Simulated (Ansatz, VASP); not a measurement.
# Cross-check of V (V(110)) between VASP and Ansatz

One calculation is typed for both programs; each brings its own data sets and cutoff. How far apart do they land?

Main program and level: Ansatz 0.2.0; plane waves, with VASP 6.6.1 beside it; single point at PBEsol.

### 1. The starting structure

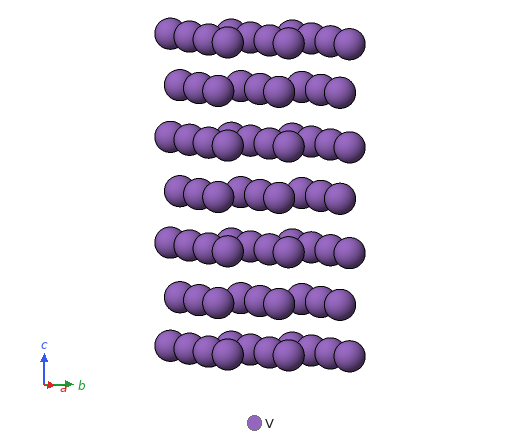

Start, viewed from the side, with the c axis up; vanadium purple. 3×2×1 cells are drawn. Some periodic images of atoms are drawn too.

The cell holds 7 atoms: 7 V. Cell: a = 2.943 Å, b = 2.549 Å, c = 27.487 Å, α = 90.0°, β = 90.0°, γ = 54.7°. It derives from V. As first built, before any earlier steps moved the atoms: 7 layers of bcc V, cut at this functional's lattice. Vacuum lies along c.

Coordinates:

```cif
data_structure
_symmetry_space_group_name_H-M 'P 1'
_symmetry_Int_Tables_number 1
_cell_length_a 2.9432
_cell_length_b 2.5488
_cell_length_c 27.4867
_cell_angle_alpha 90.000
_cell_angle_beta 90.000
_cell_angle_gamma 54.736
_cell_volume 168.36
loop_
_atom_site_label
_atom_site_type_symbol
_atom_site_fract_x
_atom_site_fract_y
_atom_site_fract_z
_atom_site_occupancy
V1 V 0.00000 0.00000 0.27727 1
V2 V 0.50000 0.00000 0.34863 1
V3 V 0.00000 0.00000 0.42453 1
V4 V 0.50000 0.00000 0.50000 1
V5 V 0.00000 0.00000 0.57547 1
V6 V 0.50000 0.00000 0.65137 1
V7 V 0.00000 0.00000 0.72273 1
```

### 2. Ansatz: single point, PBEsol

Ansatz runs on its default PAW (the set named soft_2) files.

With cell and atoms fixed, the geometry can't cause a difference; cores, projectors, grids and the points listed under the comparison can.

input.yaml reads:

```yaml
crystal:
  lattice:
    - [2.9431527152, 0.0, 0.0]
    - [1.4715763576, 2.081123243, 0.0]
    - [0.0, 0.0, 27.4867394579]
  atoms:
    - { symbol: V, position: [0.0, 0.0, 0.2772668887] }
    - { symbol: V, position: [0.5, 0.0, 0.3486254653] }
    - { symbol: V, position: [0.0, 0.0, 0.4245303591] }
    - { symbol: V, position: [0.5, 0.0, 0.5] }
    - { symbol: V, position: [0.0, 0.0, 0.5754696409] }
    - { symbol: V, position: [0.5, 0.0, 0.6513745347] }
    - { symbol: V, position: [0.0, 0.0, 0.7227331113] }
hamiltonian:
  xc: pbesol
  pseudopotentials: { kind: paw }
kpoints:
  mp_grid: { grid: [14, 14, 1] }
scf:
  occupations: { method: methfessel_paxton, width: 0.15 }
  n_extra_bands: 5
efield:
  axis: 3
  dipole_correction: true
  ramp_width: 0.04
output:
  forces: true
  eigenvalues: true
  write_density: true
  write_potential: true
  elf: true
  volumetric_format: npy
```

On the command line:

```bash
$ ansatz run input.yaml --threads 4 --pin off --max-ram 9216MiB --backend cpu --events-out ev --progress --plain --runs-dir out
```

Numbers of over 12 decimals in the logs are rounded to 6 here.

The log of the run:

```text
scf.n_extra_bands = 5 over 46 filled bands (N_el = 91.0): the run solves 51 bands
Engine: ansatz 0.2.0, aarch64-unknown-linux-gnu
Pseudopotentials: kind: paw
Pseudopotential: V, paw, valence charge 13, recommended cutoff 420 eV (normal), V.paw.azcp
Functional definition: PBEsol
  exchange = pbesol_x
  correlation = pbesol_c
Crystal: 7 atoms, lattice volume = 168.358 Å³
Basis set: ecut = 420 eV, 3265 PW (Γ), exchange–correlation on 40×36×384 points (8 copies of the dense FFT grid, shifted against one another)
Bands: 51, of which v1, the nominal top of the filled ones, is band 46 counted from 1 (45 counted from 0)
Symmetry: 4 space group operations
k-points: 57 of 196
Non-local potential: V, projectors of the file, l = 0: 3, l = 1: 2, l = 2: 3, l = 3: 1
PAW form: soft (Blöchl's): semilocal exchange-correlation on the pseudo side does not see the compensation charge
PAW frozen core: V, regenerated for the run's functional, and the local potential with it (the file was generated under x = pbe(κ = 0.804, μ = 0.219515), c = pbe(β = 0.066725))
PAW one-centre angular grid: V, 590 points (default); XC on 64 Gauss nodes
Initial density: superposition of atomic densities (neutral atoms: chi_scale 0, normalization atom), corrected by the library's trained network
Initial wavefunctions: pseudopotential atomic-orbital guess
Functional: x = pbesol(κ = 0.804, μ = 0.123457), c = pbesol(β = 0.046)
SCF iter   1: F=—  HF=-20194.995319 eV  |F-HF|=—  |Δ(HF+E_count)|=         —  Δρ=1.15e-2  dr2=3.82e-1  ethr=1.77e-3  p=0.000 e·Å  D=6.77e-14 V/Å  ΔV_dip=-0.00 eV  dr2_dipole=1.08e-7  V_vac-E_F(+/−)=4.86/4.86 eV  ⟨swp⟩=8.8  Hψ=14143  notcnv=0
efield: sawtooth ramp at fractional position 0.9800 (placed from the atoms, in the widest stretch of the axis that holds none; the zero of the levels goes with the place), width 0.0400; the density the first Hamiltonian is built on has a dipole p = 0.000 e·Å; the dipole correction subtracts the counter field D = 6.77e-14 V/Å, which shifts the + side's vacuum level by -0.00 eV against the − side's; the planar-averaged density in the ramp window peaks in size at 6.7e-5 e/Å³
preconditioner: auto → LDOS  [metal: Δε(μ)=0.004 eV  Ē_g=2.580 eV  σ=0.150 eV  W_gap=0.02  n_scr=20 (ndim 8)  ℏωp=16.9 eV  f_vac=0.426  D(μ)=11.12/eV (n_scr^D=136)  β→1.0]
SCF iter   2: F=—  HF=-20194.991035 eV  |F-HF|=—  |Δ(HF+E_count)|=   4.28e-3  S|Δr|=    0.00e0  Δρ=7.64e-3  dr2=1.24e-1  ethr=4.20e-4  p=0.000 e·Å  D=1.32e-5 V/Å  ΔV_dip=-0.00 eV  dr2_dipole=1.75e-7  V_vac-E_F(+/−)=4.84/4.84 eV  ⟨swp⟩=2.5  Hψ=5766  notcnv=0  defer=19
SCF iter   3: F=—  HF=-20194.962972 eV  |F-HF|=—  |Δ(HF+E_count)|=   2.81e-2  S|Δr|=    0.00e0  Δρ=2.04e-3  dr2=9.85e-3  ethr=1.36e-4  p=0.000 e·Å  D=5.80e-6 V/Å  ΔV_dip=-0.00 eV  dr2_dipole=2.98e-8  V_vac-E_F(+/−)=4.88/4.88 eV  ⟨swp⟩=2.9  Hψ=6006  notcnv=0  defer=19
SCF iter   4: F=—  HF=-20194.961349 eV  |F-HF|=—  |Δ(HF+E_count)|=   1.62e-3  S|Δr|=    0.00e0  Δρ=4.56e-4  dr2=7.65e-4  ethr=1.08e-5  p=0.000 e·Å  D=4.37e-6 V/Å  ΔV_dip=-0.00 eV  dr2_dipole=1.65e-10  V_vac-E_F(+/−)=4.88/4.88 eV  ⟨swp⟩=3.0  Hψ=5317  notcnv=0  defer=19
SCF iter   5: F=—  HF=-20194.961371 eV  |F-HF|=—  |Δ(HF+E_count)|=   2.21e-5  S|Δr|=    0.00e0  Δρ=1.54e-4  dr2=7.46e-5  ethr=8.41e-7  p=0.000 e·Å  D=1.50e-6 V/Å  ΔV_dip=-0.00 eV  dr2_dipole=5.95e-10  V_vac-E_F(+/−)=4.89/4.89 eV  ⟨swp⟩=2.1  Hψ=3703  notcnv=0  defer=19
SCF iter   6: F=—  HF=-20194.961564 eV  |F-HF|=—  |Δ(HF+E_count)|=   1.93e-4  S|Δr|=    0.00e0  Δρ=3.89e-5  dr2=7.49e-6  ethr=8.20e-8  p=0.000 e·Å  D=1.15e-6 V/Å  ΔV_dip=-0.00 eV  dr2_dipole=5.68e-10  V_vac-E_F(+/−)=4.89/4.89 eV  ⟨swp⟩=2.1  Hψ=3997  notcnv=0  defer=5
SCF iter   7: F=—  HF=-20194.961565 eV  |F-HF|=—  |Δ(HF+E_count)|=   1.24e-6  S|Δr|=    0.00e0  Δρ=4.26e-5  dr2=5.97e-6  ethr=8.24e-9  p=0.000 e·Å  D=3.15e-7 V/Å  ΔV_dip=-0.00 eV  dr2_dipole=3.30e-12  V_vac-E_F(+/−)=4.89/4.89 eV  ⟨swp⟩=3.4  Hψ=5500  notcnv=0  defer=5
SCF iter   8: F=—  HF=-20194.961565 eV  |F-HF|=—  |Δ(HF+E_count)|=   1.74e-7  S|Δr|=    0.00e0  Δρ=1.31e-5  dr2=6.46e-7  ethr=6.56e-9  p=0.000 e·Å  D=6.51e-8 V/Å  ΔV_dip=-0.00 eV  dr2_dipole=9.73e-12  V_vac-E_F(+/−)=4.89/4.89 eV  ⟨swp⟩=2.2  Hψ=3644  notcnv=0  defer=5
SCF iter   9: F=-20194.961565 eV  HF=-20194.961565 eV  |F-HF|=7.07e-9  |Δ(HF+E_count)|=   1.62e-8  S|Δr|=    0.00e0  Δρ=3.51e-6  dr2=4.25e-8  ethr=1.10e-10  p=0.000 e·Å  D=3.76e-8 V/Å  ΔV_dip=-0.00 eV  dr2_dipole=1.10e-12  V_vac-E_F(+/−)=4.89/4.89 eV  ⟨swp⟩=17.5  Hψ=23572  notcnv=0
SCF 1 converged in 9 iterations: F = -20194.961565 eV  dr2 = 4.25e-8
  greatest PAW one-centre occupation: 1.000 electrons in one spin orbital (limit 2), on the V atom at site 5 (counted from 0), in its partial waves of l = 0
WARN: The output density's exchange-correlation potential varies sharply where the density is thin. Do not read a vacuum level from v_tot or v_xc, or from such a field of the output density. On a cell that repeats whose density bears no net charge and no dipole along the vacuum's axis use v_es (v_loc + v_h of the components); under efield.dipole_correction with no amplitude use v_es + v_field, which holds any externa [...]
SCF converged after 9 iterations
Stability not checked: this state was not tested for a lower state beside it, because cold or Methfessel-Paxton smearing, or corrected tetrahedra, fill the levels in a way that the test cannot read (fill_not_monotonic; see scf.lower_state_search)
Free energy (F): -20194.961565 eV
Harris-Foulkes:  -20194.961565 eV  (|F-HF|=7.07e-9)
Internal energy: -20194.962215 eV  (E = F + TS)
E sigma→0 (E₀):  -20194.961728 eV
Entropy (-TS):   0.000650 eV (0.093 meV/atom)
Fermi energy:    7.117492 eV
Dipole field:    D = 0.000002 V/Å  (p = 0.000001 e·Å, saw-weighted, corrected)
Work function:   Φ+ = 4.8937 eV   Φ− = 4.8938 eV
Levels:          The Fermi level and band energies are counted from a zero that moves with the ramp; work functions are not
--- Per-component energies (eV) ---
  E_band       = -1859.840127
  E_kinetic    = 2362.491298
  E_local      = -135223.676867  (includes V_loc(G=0)·N_el)
  E_nonlocal   = -302.734735
  E_hartree    = 66923.469850
  E_xc         = -907.388177
  E_vxc        = -1155.452048  (∫ρ·V_xc dr)
  E_paw        = -7608.384447  (= ΣΔE_a)
  E_vpaw       = -1387.422094  (= ΣTr[D̂ρ^β])
  E_aug_tail   = 0.001843  (compensation charges beyond the density's cutoff)
  E_efield     = 0.000000  (sawtooth field / dipole correction)
  E_vefield    = 0.000000  (∫n·V_field dr)
  E_ewald      = 54560.211266
  E_core_change = 1.047754  (= ΣΔE_core)
  E_smearing   = 0.000650  (= −TS)
  E_closure    = -0.000000  (closes the sum)
  Σ components = -20194.961565   (vs F -20194.961565, Δ=0.00e0)
--- Forces (eV/Å), atoms counted from 1 ---
  atom   1  V      0.00000000    -0.00000000    -0.16110632
  atom   2  V     -0.00000000    -0.00000000     0.05580795
  atom   3  V      0.00000000    -0.00000000    -0.01770191
  atom   4  V      0.00000000     0.00000000    -0.00000092
  atom   5  V     -0.00000000     0.00000000     0.01770167
  atom   6  V      0.00000000     0.00000000    -0.05580716
  atom   7  V     -0.00000000    -0.00000000     0.16110717
  max |Σ_I F_I| component: 4.82e-7 eV/Å
--- Band table (eV; the first three rows and the last of 57) ---
  k-point 0: bands = [... 42 lower, 7.2784, 7.3018, 7.3217, 7.4834, 7.4995, 7.5564, 7.6583, 7.7920, ... 1 higher]
  k-point 1: bands = [... 42 lower, 7.2466, 7.2559, 7.3932, 7.4843, 7.4939, 7.5002, 7.6064, 7.7618, ... 1 higher]
  k-point 2: bands = [... 42 lower, 7.0254, 7.1233, 7.2543, 7.3463, 7.4302, 7.5138, 7.5545, 7.7020, ... 1 higher]
  k-point 56: bands = [... 42 lower, 6.5565, 6.5778, 6.5810, 6.7774, 7.0416, 7.2478, 7.3772, 7.7997, ... 1 higher]
```

Wall time 20 s (4 threads of Arm Neoverse V1, shared host); peak memory 0.66 GiB.

### 3. VASP: single point, PBEsol

The same cell, functional, mesh and smearing now go to VASP, with its own data sets and cutoff.

Lines of VASP's logs that name or quote its potential files are left out, and so is its time.

INCAR reads:

```
SYSTEM = V
PREC = Normal
ENCUT = 320
EDIFF = 1E-06
NELM = 120
ISMEAR = 1
SIGMA = 0.15
LREAL = .FALSE.
ALGO = Fast
GGA = PS
NBANDS = 24
LASPH = .TRUE.
LORBIT = 11
LWAVE = .FALSE.
LCHARG = .TRUE.
KPAR = 4
IDIPOL = 3
LDIPOL = .TRUE.
DIPOL = 0.5 0.5 0.5
LVHAR = .TRUE.
LVACPOTAV = .TRUE.
NEDOS = 1500
```

POSCAR reads:

```
V
1.0
    2.9431527152      0.0000000000      0.0000000000
    1.4715763576      2.0811232430      0.0000000000
    0.0000000000      0.0000000000     27.4867394579
V
7
Direct
    0.0000000000      0.0000000000      0.2772668887
    0.5000000000      0.0000000000      0.3486254653
    0.0000000000      0.0000000000      0.4245303591
    0.5000000000      0.0000000000      0.5000000000
    0.0000000000      0.0000000000      0.5754696409
    0.5000000000      0.0000000000      0.6513745347
    0.0000000000      0.0000000000      0.7227331113
```

KPOINTS reads:

```
Automatic mesh
0
Gamma
14 14 1
0 0 0
```

Potentials, in the order of the species: V (PBE family, release 64).

On the command line:

```bash
$ mpirun -np 4 vasp_std
```

The log of the run:

```text
[banner, memory and clock lines left out]
running    4 mpi-ranks, on    1 nodes
 distrk:  each k-point on    1 cores,    4 groups
 distr:  one band on    1 cores,    1 groups

 POSCAR found type information on POSCAR V
 POSCAR found :  1 types and       7 ions
|                                                                             |
|               ----> ADVICE to this user running VASP <----                  |
|                                                                             |
|     You enforced a specific xc type in the INCAR file but a different       |
|     [... a line on the potential file left out ...]
|     I HOPE YOU KNOW WHAT YOU ARE DOING!                                     |
|                                                                             |

 LDA part: xc-table for (Slater+PW92), standard interpolation
 POSCAR, INCAR and KPOINTS ok, starting setup
 FFT: planning ... GRIDC
 FFT: planning ... GRID_SOFT
 FFT: planning ... GRID
 WAVECAR not read
 entering main loop
       N       E                     dE             d eps       ncg     rms          rms(c)
DAV:   1     0.218585070159E+03    0.21859E+03   -0.90310E+03  2736   0.100E+03
DAV:   2    -0.371942776775E+02   -0.25578E+03   -0.24476E+03  2768   0.290E+02
DAV:   3    -0.756682112684E+02   -0.38474E+02   -0.35860E+02  4424   0.134E+02
DAV:   4    -0.782475012982E+02   -0.25793E+01   -0.24592E+01  4128   0.496E+01
DAV:   5    -0.783597098825E+02   -0.11221E+00   -0.10951E+00  4544   0.713E+00    0.354E+01
RMM:   6    -0.114556980451E+03   -0.36197E+02   -0.59422E+01  4745   0.184E+02    0.355E+01
RMM:   7    -0.855190392640E+02    0.29038E+02   -0.79633E+01  3452   0.112E+02    0.244E+01
RMM:   8    -0.668492706862E+02    0.18670E+02   -0.96835E+01  2989   0.121E+02    0.168E+01
RMM:   9    -0.648431334449E+02    0.20061E+01   -0.29642E+01  3302   0.472E+01    0.954E+00
RMM:  10    -0.676193470807E+02   -0.27762E+01   -0.26522E+01  4273   0.285E+01    0.100E+01
RMM:  11    -0.676647383732E+02   -0.45391E-01   -0.96191E+00  4672   0.105E+01    0.110E+01
RMM:  12    -0.669685900131E+02    0.69615E+00   -0.17541E+00  3990   0.641E+00    0.104E+01
RMM:  13    -0.659530850332E+02    0.10155E+01   -0.12971E+00  3745   0.749E+00    0.831E+00
RMM:  14    -0.652149474098E+02    0.73814E+00   -0.42825E+00  4500   0.105E+01    0.413E+00
[...]
RMM:  32    -0.651783342250E+02   -0.60229E-05   -0.14643E-04  4314   0.673E-02    0.906E-03
RMM:  33    -0.651783706210E+02   -0.36396E-04   -0.28665E-04  3294   0.291E-02    0.844E-03
RMM:  34    -0.651783664667E+02    0.41544E-05    0.10874E-04  2656   0.244E-02    0.786E-03
RMM:  35    -0.651783738876E+02   -0.74209E-05   -0.67699E-06  2600   0.266E-02    0.700E-03
RMM:  36    -0.651783600120E+02    0.13876E-04    0.16126E-04  2216   0.212E-02    0.509E-03
RMM:  37    -0.651783555528E+02    0.44592E-05    0.49478E-05  2113   0.199E-02    0.521E-03
RMM:  38    -0.651783370506E+02    0.18502E-04    0.16716E-04  2066   0.165E-02    0.544E-03
RMM:  39    -0.651783362383E+02    0.81239E-06    0.97588E-06  2105   0.199E-02
|                                                                             |
|           W    W    AA    RRRRR   N    N  II  N    N   GGGG   !!!           |
|           W    W   A  A   R    R  NN   N  II  NN   N  G    G  !!!           |
|           W    W  A    A  R    R  N N  N  II  N N  N  G       !!!           |
|           W WW W  AAAAAA  RRRRR   N  N N  II  N  N N  G  GGG   !            |
|           WW  WW  A    A  R   R   N   NN  II  N   NN  G    G                |
|           W    W  A    A  R    R  N    N  II  N    N   GGGG   !!!           |
|                                                                             |
|     Did not find any points to average over, which means that no vacuum     |
|     field-free region was found. Please increase the size of  your cell     |
|     in the dimension of the dipole correction to obtain accurate            |
|     workfunction values.                                                    |
|                                                                             |

   1 F= -.65178336E+02 E0= -.65178360E+02  d E =0.726646E-04
```

(Continued in part 2 of 2.)

[Lines on the potential files, build, host, timing and source positions are cut from VASP's logs without a mark.]

[Logs are printed without paths, hosts, clocks, repeated set-up lines and the standing remarks that a program may print on its own settings, such as how far it seeks lower states.]

[Hosts, paths, dates, database ids (printed as entryN), source tags and the programs' standing remarks are cut or masked in the printed files.]
